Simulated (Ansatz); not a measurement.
# FH4SbSi: rigid scan of one bond length, by script

How does the energy of FH4SbSi change as one bond is stretched? Aim: a rigid scan of one bond length, for FH4SbSi, run from a script. SMILES: F[SiH2][SbH2].

All numbers are computed with the Python package of Ansatz 0.2.0. Level of theory: B3LYP/def2-SVP.

### 1 Starting point

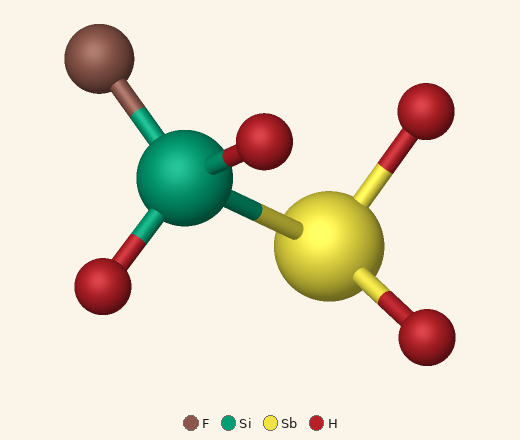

The structure that the script starts from, seen from a chosen angle (fluorine brown, silicon teal, antimony yellow, hydrogen red).

The script holds or builds the structure itself.

### 2 The code

scan.py reads:

```python
"""Stretching a bond of FH4SbSi, the rest held rigid."""

import ansatz as az
import numpy as np

BASIS = "def2-SVP"
XC = "b3lyp"

GEOMETRY = """
F    -2.15070    0.54330    0.02690
Si   -0.75950   -0.06930   -0.56120
Sb    1.15190    0.97130    0.65410
H    -0.67930   -1.50940   -0.34190
H    -0.62770    0.20360   -2.01660
H     0.81720    0.06020    2.11850
H     2.30940   -0.26770    0.07450
"""


def main() -> None:
    geometry = az.Crystal.molecule()
    for line in GEOMETRY.strip().splitlines():
        symbol, *xyz = line.split()
        geometry = geometry.atom(symbol, [float(v) for v in xyz])

    symbols = [site.symbol for site in geometry.cartesian_sites]
    start = np.array([site.position_ang for site in geometry.cartesian_sites])
    axis = (start[5] - start[2]) / np.linalg.norm(start[5] - start[2])
    moving = [5]
    lengths, energies = [1.546, 1.616, 1.687, 1.757, 1.827, 1.897, 1.968, 2.073], []
    for length in lengths:
        xyz = start.copy()
        xyz[moving] += (length - np.linalg.norm(start[5] - start[2])) * axis
        point = az.Crystal.molecule()
        for symbol, place in zip(symbols, xyz):
            point = point.atom(symbol, place.tolist())
        calculation = point.calculation().basis(gaussian=BASIS).functional(XC)
        rep = calculation.run(threads=1).report
        energies.append(rep["free_energy_ev"])
        print(f"r = {length:6.3f} A  E = {energies[-1]:.5f} eV  <S^2> = {abs(rep['mean_field']['state']['spin_squared']):.3f}")

    # quartic fit about the minimum
    fit = np.polynomial.Polynomial.fit(lengths, np.array(energies) - min(energies), 4).convert()
    roots = [r.real for r in fit.deriv().roots() if abs(r.imag) < 1e-9 and fit.deriv(2)(r.real) > 0]
    r_e = min(roots, key=lambda r: abs(r - lengths[int(np.argmin(energies))]))
    print(f"minimum of the fit at {r_e:.4f} A, force constant {fit.deriv(2)(r_e):.2f} eV/A^2")


if __name__ == "__main__":
    main()
```

### 3 Launch

Command:

```sh
$ python scan.py
```

What it wrote:

```text
r =  1.546 A  E = -17196.06281 eV  <S^2> = 0.000
r =  1.616 A  E = -17196.24574 eV  <S^2> = 0.000
r =  1.687 A  E = -17196.32610 eV  <S^2> = 0.000
r =  1.757 A  E = -17196.32716 eV  <S^2> = 0.000
r =  1.827 A  E = -17196.27029 eV  <S^2> = 0.000
r =  1.897 A  E = -17196.17070 eV  <S^2> = 0.000
r =  1.968 A  E = -17196.03817 eV  <S^2> = 0.000
r =  2.073 A  E = -17195.80353 eV  <S^2> = 0.000
minimum of the fit at 1.7222 A, force constant 13.75 eV/A^2
```

Wall time 19 s (1 thread of Arm Neoverse V1, shared host); peak memory 0.22 GiB.

### 4 The runs side by side

One row for each of the 8 runs:

```tsv
run	distance (Å)	energy from run 4 (eV)	SCF cycles	CPU time (s)
1	1.55	0.2644	16	2.3
2	1.62	0.0814	16	2.3
3	1.69	0.0011	15	2.3
4	1.76	0.0000	15	2.3
5	1.83	0.0569	15	2.3
6	1.90	0.1565	16	2.3
7	1.97	0.2890	16	2.3
8	2.07	0.5236	17	2.4
```

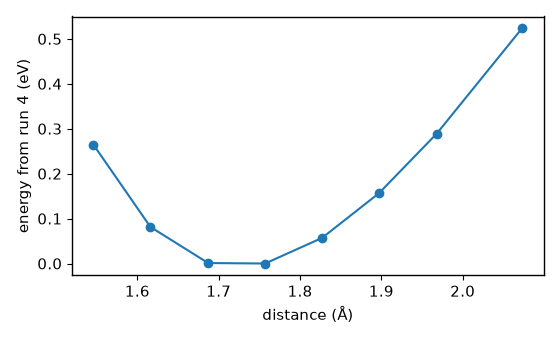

Energy against distance; lines join the points.

### 5 Results

| quantity | value |
| --- | --- |
| bond length at the fit's minimum | 1.7222 Å |
| runs compared | 8 |
| range of energy | 0.524 eV |
| lowest point, distance (Å) | 1.76 |

In words: The lowest point, at 1.76, lies inside the range. The ends stand 0.264 and 0.524 eV above it. The distance scanned is the script's pair 2, 5. Reading the output:
- The rest of the molecule is held rigid at a force-field or estimated start geometry, and the basis set is modest; single-reference methods fail as a bond breaks.
- def2 sets replace the cores of elements past krypton by effective core potentials.
- b3lyp holds the VWN-RPA fit, as in Gaussian; the form of ORCA and Turbomole is b3lyp5.
- The orbitals are restricted, so S² is zero by construction.
